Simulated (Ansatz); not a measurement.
Generalised stacking fault of KCl (rock salt) on the {110} plane. The cell below holds the perfect crystal with the plane normal along z; tilting its third vector by the shift puts one fault into each cell, between planes 2.22 Å apart, at fixed cell height.

```
KCl
1.0
    4.44934     0.00000     0.00000
    0.00000     6.29231     0.00000
    2.22467     3.14616     6.67400
Cl K
3 3
Direct
  0.00000   0.00000   0.83333
  0.33333   0.33333   0.16667
  0.66667   0.66667   0.50000
  0.00000   0.50000   0.83333
  0.33333   0.83333   0.16667
  0.66667   0.16667   0.50000
```

In-plane vectors a = (4.449, 0.000) Å, b = (0.000, 6.292) Å, area 28.00 Å². The shift is s times the vector b (length 6.292 Å), so s = 1 restores the start. Atoms relax along the normal only. γ = [E(shift) − E(0)] / area.

Calculation: r2SCAN (plane waves to 500 eV, PAW, scalar-relativistic; Ansatz, a first-principles code). k mesh 7×7×7 (Γ-centred), Fermi-Dirac smearing 0.05 eV. Energies are extrapolated to zero smearing. Stress and pressure are positive under compression. Faults lie only 6.7 Å apart, and holding the cell height raises γ above its relaxed value. KCl was relaxed with its symmetry unable to fall. The zero of γ is zero shift.

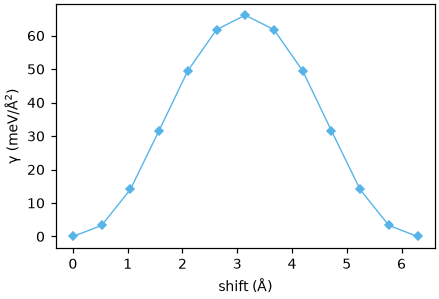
Fig. 1. γ (meV/Å²) against shift (Å); computed points joined by lines (the last repeats the first, one period on).

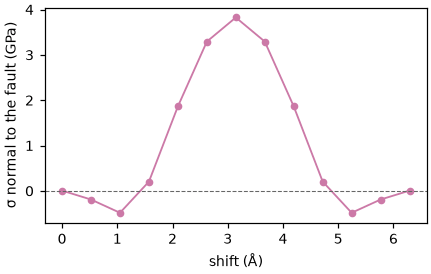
Figure: σ normal to the fault (GPa) against shift (Å); markers are the computed points, lines only join them (the last repeats the first, one period on).

The highest computed γ on the line is 1060 mJ/m². The steepest slope dγ/d(shift) before the first maximum (spline) is 5.8 GPa. Local minima between the ends: no computed point is one. Position of the highest point: s = 0.500.

A slope of 1 mJ/m² per Å is 0.01 GPa.

(The slope of γ gives the shear force per area between the displaced halves; near zero shift its curvature is an elastic stiffness.)
